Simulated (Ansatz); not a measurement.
# Run report: C$_{3}$H$_{7}$AlB$_{2}$, nudged elastic band (part 1 of 2)

System: C$_{3}$H$_{7}$AlB$_{2}$.
Method: RKS r2SCAN/cc-pVDZ (Ansatz 0.2.0).

It belongs to a series of runs on one base structure; here: band between the two ends. Figures and captions count atoms from 1; the log counts them from 0 in places.

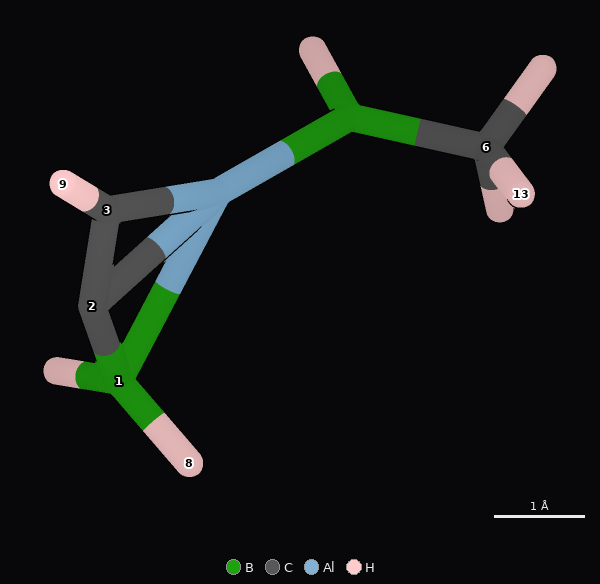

Figure 1. The starting structure (stick view, seen at a tilt; atoms are numbered from 1 in the order of the input). Sticks mark near contacts.

The input
```yaml
crystal:
  periodic: [false, false, false]
  atoms:
    - { symbol: B, position_ang: [-2.417646, 0.02349, 0.482775] }
    - { symbol: C, position_ang: [-1.965656, 1.426003, 0.613819] }
    - { symbol: C, position_ang: [-1.072104, 2.403716, 0.502701] }
    - { symbol: Al, position_ang: [-0.207751, 0.813887, -0.132015] }
    - { symbol: B, position_ang: [1.257297, -0.436841, -0.947247] }
    - { symbol: C, position_ang: [2.247097, -1.323447, -0.134526] }
    - { symbol: H, position_ang: [-3.033755, -0.313902, -0.504641] }
    - { symbol: H, position_ang: [-2.339561, -0.71674, 1.439673] }
    - { symbol: H, position_ang: [-1.134546, 3.466878, 0.745482] }
    - { symbol: H, position_ang: [1.255999, -0.524191, -2.156063] }
    - { symbol: H, position_ang: [1.823278, -2.349044, -0.210437] }
    - { symbol: H, position_ang: [3.236071, -1.398743, -0.61967] }
    - { symbol: H, position_ang: [2.371878, -1.105867, 0.93495] }
basis:
  gaussian: { orbitals: cc-pVDZ }
hamiltonian:
  xc: r2scan
neb:
  order_check: false
  images: 7
  f_tol: 0.03
  max_iterations: 60
  final_atoms:
    - { symbol: B, position_ang: [-2.42241883, 0.0238726, 0.48321601] }
    - { symbol: C, position_ang: [-1.96559316, 1.42429259, 0.6145779] }
    - { symbol: C, position_ang: [-1.07059893, 2.40066946, 0.50348431] }
    - { symbol: Al, position_ang: [-0.20973961, 0.8086662, -0.13146536] }
    - { symbol: B, position_ang: [1.26056554, -0.43563989, -0.94786697] }
    - { symbol: C, position_ang: [2.25085479, -1.32147449, -0.13546661] }
    - { symbol: H, position_ang: [-2.34959465, -0.71762169, 1.4392421] }
    - { symbol: H, position_ang: [-3.03722933, -0.31086528, -0.50603038] }
    - { symbol: H, position_ang: [-1.13191271, 3.46381249, 0.74599384] }
    - { symbol: H, position_ang: [1.26224173, -0.51904511, -2.15712776] }
    - { symbol: H, position_ang: [1.81659374, -2.34343894, -0.20324354] }
    - { symbol: H, position_ang: [3.23707371, -1.408416, -0.62334986] }
    - { symbol: H, position_ang: [2.3803587, -1.09961292, 0.9328373] }
  initial_path:
    images:
      - { positions_ang: [[-2.417646, 0.02349, 0.482775], [-1.965656, 1.426003, 0.613819], [-1.072104, 2.403716, 0.502701], [-0.207751, 0.813887, -0.132015], [1.257297, -0.436841, -0.947247], [2.247097, -1.323447, -0.134526], [-3.033755, -0.313902, -0.504641], [-2.339561, -0.71674, 1.439673], [-1.134546, 3.466878, 0.745482], [1.255999, -0.524191, -2.156063], [1.823278, -2.349044, -0.210437], [3.236071, -1.398743, -0.61967], [2.371878, -1.105867, 0.93495]] }
      - { positions_ang: [[-2.50388522, 0.01214238, 0.61807732], [-1.8874666, 1.28825131, 0.56399291], [-1.10968033, 2.34586792, 0.36688161], [-0.12223407, 0.82748576, -0.1490264], [1.41457864, -0.32308661, -0.88619086], [2.21984322, -1.37002475, -0.21188502], [-3.154319, -0.37333661, -0.3222478], [-2.47160514, -0.58192722, 1.61068985], [-1.20290314, 3.40691834, 0.52756718], [1.62669965, -0.21882546, -1.89606727], [1.71692451, -2.29177606, -0.41209894], [3.22364001, -1.49496988, -0.65101614], [2.27100847, -1.26152012, 0.85612455]] }
      - { positions_ang: [[-2.59012444, 0.00079475, 0.75337963], [-1.8092772, 1.15049963, 0.51416682], [-1.14725666, 2.28801984, 0.23106222], [-0.03671715, 0.84108452, -0.1660378], [1.57186028, -0.20933221, -0.82513473], [2.19258943, -1.4166025, -0.28924403], [-3.27488299, -0.43277123, -0.1398546], [-2.60364927, -0.44711443, 1.78170671], [-1.27126027, 3.34695868, 0.30965237], [1.9974003, 0.08654008, -1.63607154], [1.61057103, -2.23450812, -0.61376088], [3.21120902, -1.59119676, -0.68236228], [2.17013894, -1.41717324, 0.77729911]] }
      - { positions_ang: [[-2.67636366, -0.01055287, 0.88868195], [-1.7310878, 1.01274794, 0.46434073], [-1.184833, 2.23017175, 0.09524283], [0.04879978, 0.85468328, -0.18304919], [1.72914192, -0.09557782, -0.76407859], [2.16533565, -1.46318025, -0.36660305], [-3.39544699, -0.49220584, 0.04253859], [-2.73569341, -0.31230165, 1.95272356], [-1.33961741, 3.28699902, 0.09173755], [2.36810094, 0.39190562, -1.37607581], [1.50421754, -2.17724018, -0.81542282], [3.19877803, -1.68742364, -0.71370842], [2.06926941, -1.57282636, 0.69847366]] }
      - { positions_ang: [[-2.76260288, -0.02190049, 1.02398427], [-1.6528984, 0.87499625, 0.41451464], [-1.22240933, 2.17232367, -0.04057656], [0.13431671, 0.86828205, -0.20006059], [1.88642355, 0.01817658, -0.70302245], [2.13808186, -1.509758, -0.44396206], [-3.51601099, -0.55164045, 0.22493179], [-2.86773754, -0.17748886, 2.12374041], [-1.40797455, 3.22703936, -0.12617727], [2.73880159, 0.69727116, -1.11608008], [1.39786406, -2.11997224, -1.01708475], [3.18634704, -1.78365053, -0.74505456], [1.96839989, -1.72847949, 0.61964822]] }
      - { positions_ang: [[-2.67755687, -0.01045722, 0.8887922], [-1.73107209, 1.01232034, 0.46453045], [-1.18445673, 2.22941012, 0.09543866], [0.04830263, 0.85337808, -0.18291178], [1.72995905, -0.09527754, -0.76423358], [2.1662751, -1.46268712, -0.3668382], [-3.2244069, -0.59313576, 0.52850937], [-2.91011049, -0.21083297, 1.46629772], [-1.33895909, 3.28623264, 0.09186551], [2.36966163, 0.39319209, -1.376342], [1.50254648, -2.17583892, -0.81362445], [3.1990287, -1.6898419, -0.71462839], [2.07138959, -1.57126284, 0.69794549]] }
      - { positions_ang: [[-2.59251086, 0.00098605, 0.75360014], [-1.80924578, 1.14964442, 0.51454627], [-1.14650413, 2.28649656, 0.23145388], [-0.03771145, 0.83847412, -0.16576298], [1.57349455, -0.20873166, -0.82544471], [2.19446833, -1.41561625, -0.28971434], [-2.93280282, -0.63463107, 0.83208695], [-2.95248344, -0.24417707, 0.80885502], [-1.26994363, 3.34542592, 0.30990829], [2.00052166, 0.08911303, -1.63660392], [1.6072289, -2.23170559, -0.61016415], [3.21171037, -1.59603326, -0.68420221], [2.17437929, -1.4140462, 0.77624276]] }
      - { positions_ang: [[-2.50746484, 0.01242933, 0.61840807], [-1.88741947, 1.28696851, 0.56456209], [-1.10855153, 2.34358301, 0.3674691], [-0.12372553, 0.82357016, -0.14861417], [1.41703004, -0.32218577, -0.88665584], [2.22266156, -1.36854537, -0.21259047], [-2.64119873, -0.67612638, 1.13566452], [-2.99485638, -0.27752118, 0.15141232], [-1.20092817, 3.40461921, 0.52795107], [1.6313817, -0.21496604, -1.89686584], [1.71191132, -2.28757227, -0.40670384], [3.22439204, -1.50222463, -0.65377603], [2.277369, -1.25682956, 0.85454003]] }
      - { positions_ang: [[-2.42241883, 0.0238726, 0.48321601], [-1.96559316, 1.42429259, 0.6145779], [-1.07059893, 2.40066946, 0.50348431], [-0.20973961, 0.8086662, -0.13146536], [1.26056554, -0.43563989, -0.94786697], [2.25085479, -1.32147449, -0.13546661], [-2.34959465, -0.71762169, 1.4392421], [-3.03722933, -0.31086528, -0.50603038], [-1.13191271, 3.46381249, 0.74599384], [1.26224173, -0.51904511, -2.15712776], [1.81659374, -2.34343894, -0.20324354], [3.23707371, -1.408416, -0.62334986], [2.3803587, -1.09961292, 0.9328373]] }
```

Machine: 2 threads of Intel Xeon (Granite Rapids), 16 GiB of memory available, shared host.

Run as:
```bash
ansatz run input.yaml --threads 2 --pin off --max-ram 3072MiB --backend cpu --events-out ev --progress --plain --runs-dir out
```

Log
```
Engine: ansatz 0.2.0, x86_64-unknown-linux-gnu
Functional definition: r2SCAN
  parameter k0 = 0.174
  parameter k1 = 0.065
  parameter a1 = 4.9479
  exchange = r2scan_x(k0 = k0, k1 = k1, a1 = a1)
  correlation = r2scan_c
1507 factors; their error is unknown
mean field evaluation 1: about -11156.0132 eV, gradient 6.5e1 eV
mean field evaluation 2: about -11115.1818 eV, gradient 1.2e2 eV
mean field evaluation 4: about -11168.2631 eV, gradient 1.2e1 eV
mean field evaluation 8: about -11168.6717 eV, gradient 3.5e-1 eV
mean field evaluation 16: about -11168.6089 eV, gradient 2.2e-3 eV
mean field -11168.60890448 eV, -410.4388068848 hartree, gradient 3.2e-5 eV, S^2 0.000000; 0 other end points of the search recorded, 0 dependent functions left out
the calculation of the forces begins
reference -11168.60891788 eV, -410.4388073770 hartree; 24, 24 occupied and 99, 99 virtual orbitals, 1507 factors
1507 factors; their error is unknown
mean field evaluation 32: about -11168.6089 eV, gradient 5.0e-2 eV
mean field -11168.60895300 eV, -410.4388086678 hartree, gradient 3.3e-5 eV, S^2 0.000000; 0 other end points of the search recorded, 0 dependent functions left out
[... from here on the field's lines of each further geometry are left out, up to the last ...]
NEB iter   1: max|band force component| = 1.919e2 eV/Å  barrier→ = 57.0391 eV  barrier← = 57.0392 eV  Δτ_max = 0.2000 Å  (320 SCF iters)
NEB iter   2: max|band force component| = 4.029e1 eV/Å  barrier→ = 16.6218 eV  barrier← = 16.6219 eV  Δτ_max = 0.2000 Å  (243 SCF iters)
NEB iter   3: max|band force component| = 2.615e1 eV/Å  barrier→ = 10.5983 eV  barrier← = 10.5983 eV  Δτ_max = 0.2000 Å  (244 SCF iters)
NEB iter   4: max|band force component| = 1.385e1 eV/Å  barrier→ = 6.8050 eV  barrier← = 6.8051 eV  Δτ_max = 0.2000 Å  (236 SCF iters)
NEB iter   5: max|band force component| = 6.244e0 eV/Å  barrier→ = 4.5694 eV  barrier← = 4.5695 eV  Δτ_max = 0.2000 Å  (242 SCF iters)
NEB iter   6: max|band force component| = 3.712e0 eV/Å  barrier→ = 4.0077 eV  barrier← = 4.0077 eV  Δτ_max = 0.2000 Å  (254 SCF iters)
NEB iter   7: max|band force component| = 2.694e0 eV/Å  barrier→ = 4.4093 eV  barrier← = 4.4094 eV  Δτ_max = 0.1003 Å  (225 SCF iters)
NEB iter   8: max|band force component| = 2.687e0 eV/Å  barrier→ = 4.3051 eV  barrier← = 4.3051 eV  Δτ_max = 0.0999 Å  (230 SCF iters)
NEB iter   9: max|band force component| = 2.515e0 eV/Å  barrier→ = 4.1492 eV  barrier← = 4.1493 eV  Δτ_max = 0.2000 Å  (229 SCF iters)
NEB iter  10: max|band force component| = 1.815e0 eV/Å  barrier→ = 3.9457 eV  barrier← = 3.9457 eV  Δτ_max = 0.2000 Å  (234 SCF iters)
NEB iter  11: max|band force component| = 2.078e0 eV/Å  barrier→ = 3.1591 eV  barrier← = 3.1592 eV  Δτ_max = 0.2000 Å  (258 SCF iters)
NEB iter  12: max|band force component| = 2.803e0 eV/Å  barrier→ = 2.2670 eV  barrier← = 2.2671 eV  Δτ_max = 0.1005 Å  (249 SCF iters)
NEB iter  13: max|band force component| = 2.089e0 eV/Å  barrier→ = 1.8376 eV  barrier← = 1.8376 eV  Δτ_max = 0.1000 Å  (227 SCF iters)
NEB iter  14: max|band force component| = 1.758e0 eV/Å  barrier→ = 1.5160 eV  barrier← = 1.5161 eV  Δτ_max = 0.1986 Å  (227 SCF iters)
NEB iter  15: max|band force component| = 2.243e0 eV/Å  barrier→ = 1.2594 eV  barrier← = 1.2594 eV  Δτ_max = 0.1002 Å  (236 SCF iters)
NEB iter  16: max|band force component| = 9.307e-1 eV/Å  barrier→ = 1.2223 eV  barrier← = 1.2223 eV  Δτ_max = 0.2000 Å  (222 SCF iters)
NEB iter  17: max|band force component| = 7.018e-1 eV/Å  barrier→ = 1.1581 eV  barrier← = 1.1581 eV  Δτ_max = 0.1998 Å  (221 SCF iters)
NEB iter  18: max|band force component| = 5.504e-1 eV/Å  barrier→ = 1.1217 eV  barrier← = 1.1217 eV  Δτ_max = 0.1996 Å  (221 SCF iters)
NEB iter  19: max|band force component| = 6.402e-1 eV/Å  barrier→ = 1.0873 eV  barrier← = 1.0873 eV  Δτ_max = 0.0998 Å  (222 SCF iters)
NEB iter  20: max|band force component| = 3.807e-1 eV/Å  barrier→ = 1.0790 eV  barrier← = 1.0791 eV  CI = image 4  Δτ_max = 0.1010 Å  (219 SCF iters)
NEB iter  21: max|band force component| = 2.881e-1 eV/Å  barrier→ = 1.0573 eV  barrier← = 1.0573 eV  CI = image 4  Δτ_max = 0.0999 Å  (221 SCF iters)
NEB iter  22: max|band force component| = 2.021e-1 eV/Å  barrier→ = 1.0444 eV  barrier← = 1.0444 eV  CI = image 4  Δτ_max = 0.0999 Å  (218 SCF iters)
NEB iter  23: max|band force component| = 1.607e-1 eV/Å  barrier→ = 1.0389 eV  barrier← = 1.0389 eV  CI = image 4  Δτ_max = 0.0636 Å  (222 SCF iters)
NEB iter  24: max|band force component| = 8.768e-2 eV/Å  barrier→ = 1.0379 eV  barrier← = 1.0379 eV  CI = image 4  Δτ_max = 0.0398 Å  (225 SCF iters)
NEB iter  25: max|band force component| = 5.049e-2 eV/Å  barrier→ = 1.0373 eV  barrier← = 1.0374 eV  CI = image 4  Δτ_max = 0.0218 Å  (221 SCF iters)
NEB iter  26: max|band force component| = 5.006e-2 eV/Å  barrier→ = 1.0371 eV  barrier← = 1.0372 eV  CI = image 4  Δτ_max = 0.0459 Å  (216 SCF iters)
NEB iter  27: max|band force component| = 5.656e-2 eV/Å  barrier→ = 1.0369 eV  barrier← = 1.0369 eV  CI = image 4  Δτ_max = 0.0231 Å  (219 SCF iters)
NEB iter  28: max|band force component| = 5.942e-2 eV/Å  barrier→ = 1.0368 eV  barrier← = 1.0369 eV  CI = image 4  Δτ_max = 0.0116 Å  (213 SCF iters)
the calculation of the forces begins
reference -11168.60147823 eV, -410.4385339750 hartree; 24, 24 occupied and 99, 99 virtual orbitals, 1507 factors
1507 factors; their error is unknown
mean field evaluation 1728: about -11167.5722 eV, gradient 2.1e-1 eV
mean field -11167.57229169 eV, -410.4007120673 hartree, gradient 2.7e-5 eV, S^2 0.000000; 1 other end points of the search recorded, 0 dependent functions left out
the calculation of the forces begins
reference -11167.57230608 eV, -410.4007125959 hartree; 24, 24 occupied and 99, 99 virtual orbitals, 1507 factors
NEB iter  29: max|band force component| = 2.473e-2 eV/Å  barrier→ = 1.0366 eV  barrier← = 1.0367 eV  CI = image 4  Δτ_max = 0.0000 Å  (446 SCF iters)
```
